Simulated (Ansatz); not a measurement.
**Run report: C4H9Cl3Si, geometry relaxation**

The run: geometry relaxation of C4H9Cl3Si. Method and program: RKS PBE-D4/def2-SVP (Ansatz 0.2.0).

The geometry: GFN2-xTB start. Figures and captions count atoms from 1; the log counts them from 0 in places.

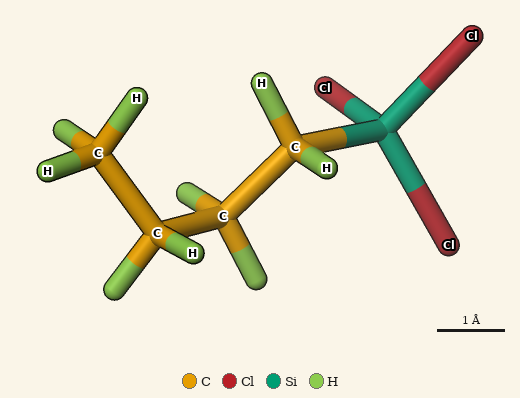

Figure 1. The input geometry (stick view, seen at a tilt). Bond lengths as drawn: Cl–Si 2.02 to 2.03 Å, C–C 1.52 to 1.53 Å, C–H 1.09 Å and C–Si 1.91 Å.

**The input**
```yaml
crystal:
  periodic: [false, false, false]
  atoms:
    - {symbol: C, position_ang: [0.396480, 0.197820, 0.862010]}
    - {symbol: C, position_ang: [0.361570, 0.122610, -0.668230]}
    - {symbol: C, position_ang: [-0.267790, -1.173370, -1.180910]}
    - {symbol: C, position_ang: [-1.755280, -1.286460, -0.867190]}
    - {symbol: Cl, position_ang: [1.243670, 1.738580, 3.559120]}
    - {symbol: Cl, position_ang: [3.202700, 1.786890, 0.911650]}
    - {symbol: Cl, position_ang: [0.353360, 3.422460, 0.873470]}
    - {symbol: Si, position_ang: [1.277210, 1.748490, 1.533460]}
    - {symbol: H, position_ang: [0.892170, -0.697620, 1.243400]}
    - {symbol: H, position_ang: [-0.625700, 0.171620, 1.242230]}
    - {symbol: H, position_ang: [-0.197540, 0.973270, -1.061820]}
    - {symbol: H, position_ang: [1.381020, 0.190370, -1.053430]}
    - {symbol: H, position_ang: [-0.132800, -1.214110, -2.264060]}
    - {symbol: H, position_ang: [0.261170, -2.026340, -0.750800]}
    - {symbol: H, position_ang: [-2.171740, -2.172480, -1.340760]}
    - {symbol: H, position_ang: [-1.928770, -1.365920, 0.202730]}
    - {symbol: H, position_ang: [-2.289750, -0.415800, -1.240850]}
basis:
  gaussian: {orbitals: def2-SVP}
hamiltonian: {xc: pbe, dispersion: d4}
scf: {lower_state_search: "off"}
output: {orbitals: {seedname: orbitals}}
relax: {f_tol: 0.02, max_steps: 100}
```

Launched with:
```bash
ansatz run in.yaml --threads 4 --pin off --events-out ev --progress --plain --max-ram 4787MiB
```

**The program's output**
```
Functional definition: PBE
  name "PBE"
  cite "Perdew, Burke & Ernzerhof, Phys. Rev. Lett. 77, 3865 (1996) doi:10.1103/PhysRevLett.77.3865"
  parent pbe
  parameter kappa = 0.804
  parameter beta = 0.06672455060314922
  exchange = pbe_x(kappa = kappa, mu = beta*pi^2/3)
  correlation = pbe_c(beta = beta)
these checks for a lower state are left out or cut short: stability, starts, cluster_reference, orbital_swaps, neighbouring_geometries, increment
1935 factors; their error is unknown
mean field evaluation 1: about -49687.5301 eV, gradient 7.5e1 eV
mean field evaluation 2: about -49655.9106 eV, gradient 1.3e2 eV
mean field evaluation 4: about -49702.2198 eV, gradient 7.4e0 eV
mean field evaluation 8: about -49702.3449 eV, gradient 3.2e-1 eV
mean field evaluation 16: about -49702.2271 eV, gradient 5.0e-4 eV
mean field -49702.22706764 eV, -1826.5231553564 hartree, gradient 4.0e-6 eV, S^2 0.000000; 0 other end points of the search recorded, 0 dependent functions left out
the calculation of the forces begins
reference -49702.22710706 eV, -1826.5231568048 hartree; 49, 49 occupied and 124, 124 virtual orbitals, 1935 factors
relax step   1: F+E_penalty+E_count = -49702.77145397 eV  Δ(F+E_penalty+E_count) = +0.000e0 eV  max|allowed force component| = 1.395e0 eV/Å  Δτ_max = 0.0000 Å  (20 SCF iters, accepted)
these checks for a lower state are left out or cut short: stability, starts, cluster_reference, orbital_swaps, neighbouring_geometries, increment
1935 factors; their error is unknown
mean field -49702.39582189 eV, -1826.5293569607 hartree, gradient 1.4e-6 eV, S^2 0.000000; 0 other end points of the search recorded, 0 dependent functions left out
the calculation of the forces begins
reference -49702.39586184 eV, -1826.5293584287 hartree; 49, 49 occupied and 124, 124 virtual orbitals, 1935 factors
relax step   2: F+E_penalty+E_count = -49702.93294665 eV  Δ(F+E_penalty+E_count) = -1.615e-1 eV  max|allowed force component| = 2.930e-1 eV/Å  Δτ_max = 0.0654 Å  (19 SCF iters, accepted)
these checks for a lower state are left out or cut short: stability, starts, cluster_reference, orbital_swaps, neighbouring_geometries, increment
1935 factors; their error is unknown
mean field evaluation 32: about -49702.5222 eV, gradient 1.8e0 eV
mean field -49702.40595600 eV, -1826.5297293822 hartree, gradient 1.5e-6 eV, S^2 0.000000; 0 other end points of the search recorded, 0 dependent functions left out
the calculation of the forces begins
reference -49702.40599592 eV, -1826.5297308492 hartree; 49, 49 occupied and 124, 124 virtual orbitals, 1935 factors
relax step   3: F+E_penalty+E_count = -49702.94402529 eV  Δ(F+E_penalty+E_count) = -1.108e-2 eV  max|allowed force component| = 9.661e-2 eV/Å  Δτ_max = 0.0224 Å  (20 SCF iters, accepted)
these checks for a lower state are left out or cut short: stability, starts, cluster_reference, orbital_swaps, neighbouring_geometries, increment
1935 factors; their error is unknown
mean field -49702.40639423 eV, -1826.5297454868 hartree, gradient 1.5e-6 eV, S^2 0.000000; 0 other end points of the search recorded, 0 dependent functions left out
the calculation of the forces begins
reference -49702.40643411 eV, -1826.5297469525 hartree; 49, 49 occupied and 124, 124 virtual orbitals, 1935 factors
relax step   4: F+E_penalty+E_count = -49702.94481961 eV  Δ(F+E_penalty+E_count) = -7.943e-4 eV  max|allowed force component| = 1.946e-2 eV/Å  Δτ_max = 0.0081 Å  (20 SCF iters, accepted)
```

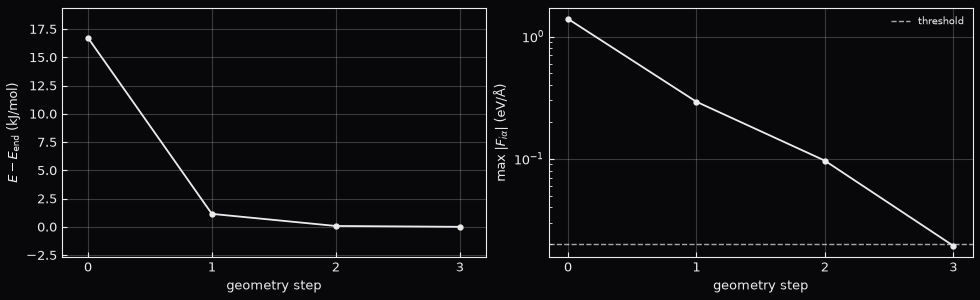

Figure 2. Progress of the relaxation, step by step (the first geometry is step 0 here and step 1 in the log).

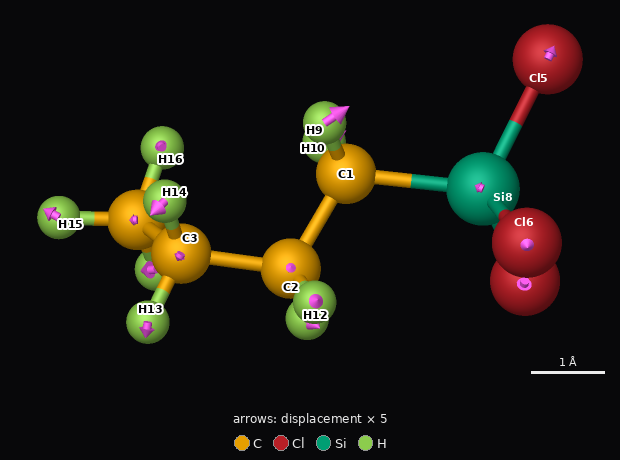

Figure 3. The starting structure with the displacements as pink arrows, magnified 5 times (ball-and-stick view, seen at a tilt). The two geometries are laid on each other by the best rigid fit. The atom that moves furthest after the best rigid fit is H9 (0.084 Å). By element the largest moves are H 0.084 Å, Cl 0.044 Å, Si 0.026 Å, C 0.025 Å. Among the contacts that change: Cl6–Si8 2.024 → 2.073 Å, Cl5–Si8 2.026 → 2.070 Å, C1–Si8 1.906 → 1.868 Å, C1–H10 1.091 → 1.112 Å. Among the angles that change: Si8–C1–H9 109.5° → 106.5°, Si8–C1–H10 109.3° → 106.2°, C2–C1–H10 109.0° → 111.8°. After 3 geometry steps the energy has fallen by 16.7 kJ/mol. The largest force component goes from 1.4 to 0.019 eV/Å. (Atoms are counted from 1 in the order of the input.)

```
Total energy: -49702.94485950 eV, -1826.5495337205 hartree
Atom 0 at     0.405411     0.205940     0.869415 Å, force     0.003163     0.002321    -0.005920 eV/Å
Atom 1 at     0.378238     0.112671    -0.665772 Å, force    -0.000859    -0.000007     0.001861 eV/Å
Atom 2 at    -0.279338    -1.168500    -1.202961 Å, force    -0.017251    -0.000402     0.014928 eV/Å
Atom 3 at    -1.769481    -1.302136    -0.878346 Å, force     0.019460     0.001056    -0.005756 eV/Å
Atom 4 at     1.240988     1.738570     3.601903 Å, force    -0.002724    -0.003192    -0.006597 eV/Å
Atom 5 at     3.234202     1.781346     0.894906 Å, force     0.004912     0.002055     0.003798 eV/Å
Atom 6 at     0.320514     3.444591     0.854888 Å, force    -0.004212     0.001741     0.003270 eV/Å
Atom 7 at     1.262605     1.727448     1.531964 Å, force     0.003369     0.002109    -0.010845 eV/Å
Atom 8 at     0.927970    -0.670222     1.314730 Å, force    -0.008931    -0.001638    -0.000210 eV/Å
Atom 9 at    -0.619393     0.213615     1.300775 Å, force     0.002099    -0.008696    -0.001189 eV/Å
Atom 10 at    -0.152871     1.001001    -1.074383 Å, force     0.006941    -0.005940     0.000243 eV/Å
Atom 11 at     1.419425     0.176532    -1.048585 Å, force    -0.007298    -0.001786     0.002887 eV/Å
Atom 12 at    -0.139854    -1.194313    -2.305486 Å, force    -0.000364     0.005141     0.009161 eV/Å
Atom 13 at     0.271993    -2.051733    -0.808679 Å, force    -0.004402     0.004926    -0.006821 eV/Å
Atom 14 at    -2.201499    -2.214098    -1.337901 Å, force     0.002399     0.008017     0.007152 eV/Å
Atom 15 at    -1.955321    -1.369316     0.213879 Å, force     0.000654     0.002768    -0.009425 eV/Å
Atom 16 at    -2.343609    -0.431386    -1.260329 Å, force     0.003043    -0.008472     0.003464 eV/Å
Dipole moment:    -0.216665    -0.378537    -0.195043 e Å
Checks for a lower state left out: stability, starts, cluster_reference, orbital_swaps, neighbouring_geometries, increment
```

**Trajectory as extended XYZ (Å, eV, eV/Å), 4 frames, from step=1 to step=4**
```
17
Properties=species:S:1:pos:R:3:forces:R:3 step=1 energy=-49702.77145
C     0.3965    0.1978    0.8620    0.4351   0.8369  -0.4121
C     0.3616    0.1226   -0.6682   -0.0145  -0.4998   0.3665
C    -0.2678   -1.1734   -1.1809   -0.4420   0.5574   0.2237
C    -1.7553   -1.2865   -0.8672    0.6793  -0.0944  -0.2004
Cl    1.2437    1.7386    3.5591   -0.0023   0.0138   0.9400
Cl    3.2027    1.7869    0.9116    0.9399   0.0068  -0.3198
Cl    0.3534    3.4225    0.8735   -0.4721   0.8277  -0.3468
Si    1.2772    1.7485    1.5335   -0.7851  -1.3946  -0.3705
H     0.8922   -0.6976    1.2434    0.4001  -0.4105   0.4195
H    -0.6257    0.1716    1.2422   -0.5542   0.1286   0.4428
H    -0.1975    0.9733   -1.0618   -0.2582   0.5641  -0.2941
H     1.3810    0.1904   -1.0534    0.5784   0.1466  -0.2539
H    -0.1328   -1.2141   -2.2641    0.1502  -0.0998  -0.6041
H     0.2612   -2.0263   -0.7508    0.3844  -0.5413   0.1617
H    -2.1717   -2.1725   -1.3408   -0.3784  -0.5603  -0.2497
H    -1.9288   -1.3659    0.2027   -0.2218  -0.0447   0.7231
H    -2.2898   -0.4158   -1.2409   -0.4389   0.5636  -0.2259
17
Properties=species:S:1:pos:R:3:forces:R:3 step=2 energy=-49702.93295
C     0.4063    0.2070    0.8668    0.1660   0.2860  -0.0988
C     0.3741    0.1174   -0.6695   -0.0976  -0.1322   0.1451
C    -0.2788   -1.1694   -1.1967   -0.1462   0.1064   0.1338
C    -1.7715   -1.3041   -0.8806    0.2930   0.0428  -0.0648
Cl    1.2463    1.7415    3.6197    0.0089   0.0164  -0.1444
Cl    3.2445    1.7736    0.8949   -0.0729   0.0320   0.0523
Cl    0.3201    3.4504    0.8541    0.0606  -0.0537   0.0574
Si    1.2718    1.7382    1.5434   -0.1235  -0.2245  -0.1099
H     0.9246   -0.6733    1.2947    0.0846  -0.1038   0.1096
H    -0.6164    0.2085    1.2883   -0.1446   0.0124   0.1061
H    -0.1706    0.9904   -1.0750   -0.0545   0.1862  -0.0646
H     1.4063    0.1846   -1.0591    0.1611   0.0274  -0.0510
H    -0.1370   -1.2066   -2.2924    0.0508  -0.0115  -0.1775
H     0.2656   -2.0401   -0.7843    0.1131  -0.1755   0.0244
H    -2.1970   -2.2064   -1.3498   -0.0873  -0.1564  -0.0706
H    -1.9564   -1.3801    0.2038   -0.0680  -0.0053   0.2125
H    -2.3320   -0.4316   -1.2584   -0.1434   0.1532  -0.0598
17
Properties=species:S:1:pos:R:3:forces:R:3 step=3 energy=-49702.94402
C     0.4025    0.2015    0.8709    0.0575   0.0966  -0.0242
C     0.3755    0.1142   -0.6651   -0.0202  -0.0578   0.0275
C    -0.2783   -1.1698   -1.2009   -0.0476   0.0266   0.0090
C    -1.7704   -1.3027   -0.8801    0.0587  -0.0041  -0.0209
Cl    1.2450    1.7431    3.5985   -0.0041  -0.0097  -0.0140
Cl    3.2400    1.7835    0.8962   -0.0423  -0.0097  -0.0030
Cl    0.3241    3.4503    0.8569    0.0094  -0.0405  -0.0048
Si    1.2645    1.7274    1.5275   -0.0033  -0.0016   0.0281
H     0.9275   -0.6746    1.3137   -0.0140   0.0067  -0.0013
H    -0.6220    0.2102    1.3030    0.0116  -0.0076   0.0003
H    -0.1596    1.0010   -1.0716    0.0077  -0.0052   0.0002
H     1.4158    0.1808   -1.0491    0.0032   0.0039   0.0044
H    -0.1360   -1.1968   -2.3027   -0.0016  -0.0036  -0.0011
H     0.2721   -2.0516   -0.8025   -0.0013   0.0072  -0.0105
H    -2.2006   -2.2121   -1.3457   -0.0081   0.0030   0.0099
H    -1.9583   -1.3749    0.2112   -0.0048   0.0040  -0.0033
H    -2.3417   -0.4294   -1.2602   -0.0010  -0.0081   0.0037
17
Properties=species:S:1:pos:R:3:forces:R:3 step=4 energy=-49702.94482
C     0.4054    0.2059    0.8694    0.0032   0.0023  -0.0059
C     0.3782    0.1127   -0.6658   -0.0009   0.0000   0.0019
C    -0.2793   -1.1685   -1.2030   -0.0173  -0.0004   0.0149
C    -1.7695   -1.3021   -0.8783    0.0195   0.0011  -0.0058
Cl    1.2410    1.7386    3.6019   -0.0027  -0.0032  -0.0066
Cl    3.2342    1.7813    0.8949    0.0049   0.0021   0.0038
Cl    0.3205    3.4446    0.8549   -0.0042   0.0017   0.0033
Si    1.2626    1.7274    1.5320    0.0034   0.0021  -0.0108
H     0.9280   -0.6702    1.3147   -0.0089  -0.0016  -0.0002
H    -0.6194    0.2136    1.3008    0.0021  -0.0087  -0.0012
H    -0.1529    1.0010   -1.0744    0.0069  -0.0059   0.0002
H     1.4194    0.1765   -1.0486   -0.0073  -0.0018   0.0029
H    -0.1399   -1.1943   -2.3055   -0.0004   0.0051   0.0092
H     0.2720   -2.0517   -0.8087   -0.0044   0.0049  -0.0068
H    -2.2015   -2.2141   -1.3379    0.0024   0.0080   0.0072
H    -1.9553   -1.3693    0.2139    0.0007   0.0028  -0.0094
H    -2.3436   -0.4314   -1.2603    0.0030  -0.0085   0.0035
```

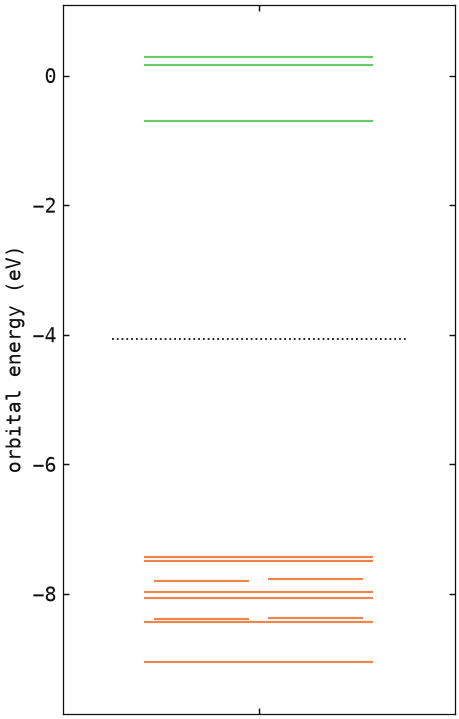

Figure 4. Orbital energies near the frontier; the dotted line parts filled from empty levels, and levels within 0.02 eV of each other stand side by side. Highest filled −7.43 eV, lowest empty −0.69 eV, 6.74 eV apart.

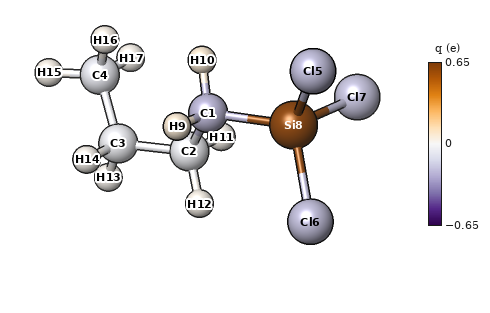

Figure 5. Mulliken charges, as the colour of each atom (ball-and-stick view, seen at a tilt; atoms are numbered from 1 in the order of the input; Mulliken charges depend strongly on the basis). By element: C −0.23 to −0.04, Cl −0.20 to −0.19, Si +0.62 and H +0.02 to +0.07 e.

**Summary**

- outcome: converged
- total energy: −49702.9449 eV
- mean-field energy: −49702.4064 eV
- dispersion energy: −0.5384 eV
- HOMO: −7.43 eV
- LUMO: −0.69 eV
- largest force (length of the vector) at the end: 0.023 eV/Å
- dipole moment: 2.29 D
- hardware: 4 threads of Arm Neoverse V2, 23 GiB of memory available, shared host
- wall time: 8.5 s (CPU time 32 s)
- peak memory: 0.27 GiB
